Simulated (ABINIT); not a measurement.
**A GW chain in ABINIT: ZnSe (Stilleite)**

How does a plane-wave GW calculation on ZnSe (Stilleite) run from the first input to the gap?

Calculated with ABINIT 10.8.3; PBE and many-body steps on it, plane waves.

**The experiments to reproduce.**

- Gap 2.695 ± 0.003 eV: excitonic gap from free-exciton PL, not corrected for exciton binding; photoluminescence; 300 K; bulk crystal (Bridgman-grown crystal, polished and etched) (“Alloy Disordering Effects on the Thermal Conductivity and Energy Gap Temperature Dependence of Cd1−xZnxSe Ternary Crystals Grown by the Bridgman Method”, 2023, pmc:10253836).

## 1. Set-up

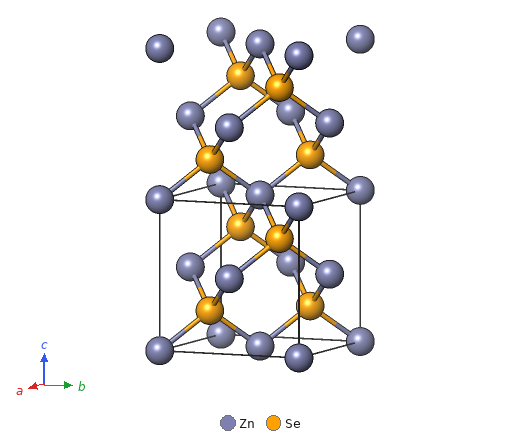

The cell as given, slightly off an axis (zinc blue, selenium orange). 1×1×2 cells are drawn. This picture shows the conventional cell, with its axes. Bonds to atoms that aren't drawn are left out. Some periodic images of atoms are drawn too.

The cell and positions come from the Crystallography Open Database and are kept as given unless a step says otherwise.

## 2. Ground state

This step: ABINIT 10.8.3; DFT, PBE with spin-orbit coupling, plane waves, norm-conserving pseudopotentials.

The ground-state density comes first.

run.abi reads:

```
acell 3*1.0 Angstrom
rprim 
  -0.000000000000 2.833800000000 2.833800000000
  2.833800000000 -0.000000000000 2.833800000000
  2.833800000000 2.833800000000 0.000000000000
ntypat 2
znucl 30 34
natom 2
typat 1 2
xred 
  0.000000000000 0.000000000000 0.000000000000
  0.250000000000 0.250000000000 0.250000000000
pp_dirpath "pseudos"
pseudos "Zn.upf, Se.upf"
ecut 48
nspinor 2
ngkpt 6 6 6
nshiftk 1
shiftk 0 0 0
kptopt 1
chksymbreak 0
nband 54
occopt 1
tolvrs 1e-10
nstep 60
prtwf 0
indata_prefix "in"
outdata_prefix "out"
tmpdata_prefix "tmp"
```

Run with:

```console
> OMP_NUM_THREADS=1 mpirun -n 4 abinit run.abi > log
```

Numbers of over 12 decimals in the logs are rounded to 6 here.

The program printed:

```text
.Version 10.8.3 of ABINIT. v10.8.2 released Aug 2026.

 Symmetries : space group F-4 3 m (#216); Bravais cF (face-center cubic)
================================================================================
 Values of the parameters that define the memory need of the present run
     intxc =       0    ionmov =       0      iscf =       7    lmnmax =      13
     lnmax =      13     mgfft =      48  mpssoang =       5    mqgrid =    3001
     natom =       2  nloc_mem =       1    nspden =       1   nspinor =       2
    nsppol =       1      nsym =      24    n1xccc =    2501    ntypat =       2
    occopt =       1   xclevel =       2
-    mband =          54        mffmem =           1         mkmem =           4
       mpw =        4910          nfft =      110592          nkpt =          16
================================================================================
  Rough estimation (10% accuracy) of disk space for files :
================================================================================

--------------------------------------------------------------------------------
------------- Echo of variables that govern the present computation ------------
--------------------------------------------------------------------------------
 -outvars: echo values of preprocessed input variables --------
            acell      1.8897261259E+00  1.8897261259E+00  1.8897261259E+00 Bohr

      chksymbreak           0
             ecut      4.80000000E+01 Hartree
-          fftalg         312

              ixc     -101130
              kpt      0.00000000E+00  0.00000000E+00  0.00000000E+00
                       1.66666667E-01  0.00000000E+00  0.00000000E+00
                       3.33333333E-01  0.00000000E+00  0.00000000E+00
                       5.00000000E-01  0.00000000E+00  0.00000000E+00
                       1.66666667E-01  1.66666667E-01  0.00000000E+00
                       3.33333333E-01  1.66666667E-01  0.00000000E+00
                       5.00000000E-01  1.66666667E-01  0.00000000E+00
                      -3.33333333E-01  1.66666667E-01  0.00000000E+00
                      -1.66666667E-01  1.66666667E-01  0.00000000E+00
   [... 5 further rows ...]
                      -3.33333333E-01  3.33333333E-01  1.66666667E-01
                      -3.33333333E-01  5.00000000E-01  1.66666667E-01
         kptrlatt        6    0    0      0    6    0      0    0    6
          kptrlen      4.54395803E+01
P           mkmem           4
            natom           2
            nband          54
            ngfft          48      48      48
             nkpt          16
          nspinor           2
            nstep          60
             nsym          24
           ntypat           2
              occ      1.000000  1.000000  1.000000  1.000000  1.000000  1.000000
                       1.000000  1.000000  1.000000  1.000000  1.000000  1.000000
                       1.000000  1.000000  1.000000  1.000000  1.000000  1.000000
                       1.000000  1.000000  1.000000  1.000000  1.000000  1.000000
                       1.000000  1.000000  1.000000  1.000000  1.000000  1.000000
                       1.000000  1.000000  1.000000  1.000000  1.000000  1.000000
                       1.000000  1.000000  1.000000  1.000000  1.000000  1.000000
                       1.000000  1.000000  0.000000  0.000000  0.000000  0.000000
                       0.000000  0.000000  0.000000  0.000000  0.000000  0.000000
            prtwf           0
            rprim     -0.0000000000E+00  2.8338000000E+00  2.8338000000E+00
[...]
spgroup         216

           tolvrs      1.00000000E-10

             xred      0.0000000000E+00  0.0000000000E+00  0.0000000000E+00
[...]
znucl       30.00000   34.00000

================================================================================

 chkinp: Checking input parameters for consistency.

================================================================================
== DATASET  1 ==================================================================
-   mpi_nproc: 4, omp_nthreads: 1 (-1 if OMP is not activated)

--- !DatasetInfo
iteration_state: {dtset: 1, }
dimensions: {natom: 2, nkpt: 16, mband: 54, nsppol: 1, nspinor: 2, nspden: 1, mpw: 4910, }
cutoff_energies: {ecut:  48.0, pawecutdg:  -1.0, }
electrons: {nelect:   4.40000000E+01, charge:   0.00000000E+00, occopt:   1.00000000E+00, tsmear:   1.00000000E-02, }

 Real(R)+Recip(G) space primitive vectors, cartesian coordinates (Bohr,Bohr^-1):
 R(1)=  0.0000000  5.3551059  5.3551059  G(1)= -0.0933688  0.0933688  0.0933688
 R(2)=  5.3551059  0.0000000  5.3551059  G(2)=  0.0933688 -0.0933688  0.0933688
 R(3)=  5.3551059  5.3551059  0.0000000  G(3)=  0.0933688  0.0933688 -0.0933688
 Unit cell volume ucvol=  3.0713845E+02 bohr^3
 Angles (23,13,12)=  6.00000000E+01  6.00000000E+01  6.00000000E+01 degrees

 getcut: wavevector=  0.0000  0.0000  0.0000  ngfft=  48  48  48
         ecut(hartree)=     48.000   => boxcut(ratio)=   2.03223

--- Pseudopotential description ------------------------------------------------
- Zn Generated using ONCVPSP code by D. R. Hamann
- 30.00000  20.00000  180423                  znucl, zion, pspdat
12 -101130 2 -1 1326                          pspcod,pspxc,lmax,lloc,mmax
[...]
================================================================================

--- !BeginCycle
iteration_state: {dtset: 1, }
solver: {iscf: 7, nstep: 60, nline: 4, wfoptalg: 0, }
tolerances: {tolvrs: 1.00E-10, }

     iter   Etot(hartree)      deltaE(h)  residm     vres2
 ETOT  1  -544.52930919040    -5.445E+02 1.587E+00 5.340E+03
 ETOT  2  -546.21288115979    -1.684E+00 3.867E-02 8.842E+03
 ETOT  3  -547.14805691661    -9.352E-01 2.009E-02 1.239E+03
 ETOT  4  -547.23157645598    -8.352E-02 3.127E-03 4.863E+02
 ETOT  5  -547.27609048494    -4.451E-02 2.309E-03 8.337E+01
 ETOT  6  -547.28516814685    -9.078E-03 7.425E-04 3.440E+00
 ETOT  7  -547.28544646314    -2.783E-04 1.647E-04 7.829E-01
 ETOT  8  -547.28553220720    -8.574E-05 3.753E-05 6.742E-02
 ETOT  9  -547.28553971160    -7.504E-06 9.693E-06 8.139E-03
 ETOT 10  -547.28554073336    -1.022E-06 2.409E-06 2.973E-06
 ETOT 11  -547.28554073421    -8.492E-10 1.130E-06 7.014E-08
 ETOT 12  -547.28554073420     1.285E-11 5.042E-07 1.618E-09
 ETOT 13  -547.28554073422    -2.717E-11 4.033E-07 1.595E-10
 ETOT 14  -547.28554073419     3.320E-11 3.336E-07 5.596E-12

 At SCF step   14       vres2   =  5.60E-12 < tolvrs=  1.00E-10 =>converged.

 Cartesian components of stress tensor (hartree/bohr^3)
  sigma(1 1)= -3.46671585E-05  sigma(3 2)=  0.00000000E+00
  sigma(2 2)= -3.46671585E-05  sigma(3 1)=  0.00000000E+00
  sigma(3 3)= -3.46671585E-05  sigma(2 1)=  0.00000000E+00

--- !ResultsGS
iteration_state: {dtset: 1, }
comment   : Summary of ground state results
lattice_vectors:
- [ -0.0000000,   5.3551059,   5.3551059, ]
- [  5.3551059,  -0.0000000,   5.3551059, ]
- [  5.3551059,   5.3551059,   0.0000000, ]
lattice_lengths: [   7.57326,    7.57326,    7.57326, ]
lattice_angles: [ 60.000,  60.000,  60.000, ] # degrees, (23, 13, 12)
lattice_volume:   3.0713845E+02
convergence: {deltae:  3.320E-11, res2:  5.596E-12, residm:  3.336E-07, diffor: null, }
etotal    :  -5.47285541E+02
entropy   :   0.00000000E+00
fermie    :   1.57803722E-01
cartesian_stress_tensor: # hartree/bohr^3
- [ -3.46671585E-05,   0.00000000E+00,   0.00000000E+00, ]
- [  0.00000000E+00,  -3.46671585E-05,   0.00000000E+00, ]
- [  0.00000000E+00,   0.00000000E+00,  -3.46671585E-05, ]
pressure_GPa:   1.0199E+00
xred      :
- [  0.0000E+00,   0.0000E+00,   0.0000E+00, Zn]
- [  2.5000E-01,   2.5000E-01,   2.5000E-01, Se]
cartesian_forces: # hartree/bohr
- [ -1.31811805E-23,  -1.31811805E-23,   3.95435415E-23, ]
- [  1.31811805E-23,   1.31811805E-23,  -3.95435415E-23, ]
force_length_stats: {min:   4.37170300E-23, max:   4.37170300E-23, mean:   4.37170300E-23, }

 Integrated electronic density in atomic spheres:
 ------------------------------------------------
 Atom  Sphere_radius  Integrated_density
    1        2.00000         18.11001743
    2        2.00000         21.26014267
================================================================================

 ----iterations are completed or convergence reached----

 Mean square residual over all n,k,spin=   41.102E-11; max=  33.360E-08
 reduced coordinates (array xred) for    2 atoms
       0.000000000000      0.000000000000      0.000000000000
       0.250000000000      0.250000000000      0.250000000000
 rms dE/dt=  1.9965E-22; max dE/dt=  2.8234E-22; dE/dt below (all hartree)
    1      -0.000000000000     -0.000000000000      0.000000000000
    2       0.000000000000      0.000000000000     -0.000000000000

 cartesian coordinates (angstrom) at end:
    1      0.000000     0.000000     0.000000
    2      1.416900     1.416900     1.416900

 cartesian forces (hartree/bohr) at end:
    1     -0.000000    -0.000000     0.000000
    2      0.000000     0.000000    -0.000000
 frms,max,avg= 2.5240039E-23 3.9543542E-23   0.000E+00  0.000E+00  0.000E+00 h/b

 cartesian forces (eV/Angstrom) at end:
    1     -0.000000    -0.000000     0.000000
    2      0.000000     0.000000    -0.000000
 frms,max,avg= 1.2978950E-21 2.0334107E-21   0.000E+00  0.000E+00  0.000E+00 e/A
 length scales=  1.889726125908  1.889726125908  1.889726125908 bohr
              =  1.000000000000  1.000000000000  1.000000000000 angstroms
 prteigrs : about to open file out_EIG
 Fermi (or HOMO) energy (hartree) =   0.15780   Average Vxc (hartree)=  -0.36198
 Eigenvalues (hartree) for nkpt=  16  k points:
 kpt#   1, nband= 54, wtk=  0.00463, kpt=  0.0000  0.0000  0.0000 (reduced coord)
  -7.45970   -7.45970   -5.38209   -5.38209   -5.16631   -5.16631   -5.16631   -5.16631
  -4.44815   -4.44815   -2.83991   -2.83991   -2.72728   -2.72728   -2.72728   -2.72728
  -1.58842   -1.58842   -1.58841   -1.58841   -1.55563   -1.55563   -1.55554   -1.55554
  -1.55554   -1.55554   -0.33402   -0.33402   -0.09144   -0.09144   -0.09144   -0.09144
  -0.08332   -0.08332   -0.07171   -0.07171   -0.07171   -0.07171    0.14379    0.14379
   0.15780    0.15780    0.15780    0.15780    0.20059    0.20059    0.36316    0.36316
   0.36853    0.36853    0.36853    0.36853    0.51819    0.51819
 prteigrs : prtvol=0 or 1, do not print more k-points.

--- !EnergyTerms
iteration_state     : {dtset: 1, }
comment             : Components of total free energy in Hartree
kinetic             :  2.38629530834146E+02
hartree             :  2.29115451429400E+02
xc                  : -5.13246954119298E+01
Ewald energy        : -2.44845014170202E+02
psp_core            :  7.46211164131893E+00
local_psp           : -5.91591668488962E+02
non_local_psp       : -1.34731256567962E+02
total_energy        : -5.47285540734190E+02
total_energy_eV     : -1.48923982357586E+04
band_energy         : -8.85422558800727E+01

 Cartesian components of stress tensor (hartree/bohr^3)
  sigma(1 1)= -3.46671585E-05  sigma(3 2)=  0.00000000E+00
  sigma(2 2)= -3.46671585E-05  sigma(3 1)=  0.00000000E+00
  sigma(3 3)= -3.46671585E-05  sigma(2 1)=  0.00000000E+00

-Cartesian components of stress tensor (GPa)         [Pressure=  1.0199E+00 GPa]
- sigma(1 1)= -1.01994302E+00  sigma(3 2)=  0.00000000E+00
- sigma(2 2)= -1.01994302E+00  sigma(3 1)=  0.00000000E+00
- sigma(3 3)= -1.01994302E+00  sigma(2 1)=  0.00000000E+00

== END DATASET(S) ==============================================================
================================================================================

 -outvars: echo values of variables after computation  --------
           etotal     -5.4728554073E+02
            nband          54
             nkpt          16
          spgroup         216
 [... the other variables as echoed above ...]

 Calculation completed.
```

Wall time 2 min (4 MPI ranks of Arm Neoverse V2, shared host); peak memory 0.5 GiB.

Numbers from this step:

```
total energy               : -14892.3982 eV
gap                        : 1.164 eV
k of the valence top       : 0, 0, 0
k of the conduction bottom : 0, 0, 0
least direct gap           : 1.164 eV
pressure                   : 1.020 GPa
```

The gap is direct, at Γ.

The cutoff was set for levels, not for stress, so the pressure can be off by some GPa.

(Continued in part 2 of 3.)

[Paths, hosts, dates, memory and timing lines, banners, echoed tables and standing remarks are left out of the program output.]

[Logs are printed without paths, hosts, clocks, repeated set-up lines and the standing remarks that a program may print on its own settings, such as how far it seeks lower states.]

[Runs of the session that timed out or met a known fault of the program may be left out.]

[Hosts, paths, dates, database ids (printed as entryN), source tags and the programs' standing remarks are cut or masked in the printed files.]

[G0W0 gaps are taken among the corrected bands and points alone; a level outside them can change the order at an edge.]

[Where Ansatz stands beside ABINIT at settings called matched, ABINIT's density can come from a denser mesh and the files from another edition; pairs whose starting gaps differed by over 0.03 eV were left out, so agreement reads better than it is.]
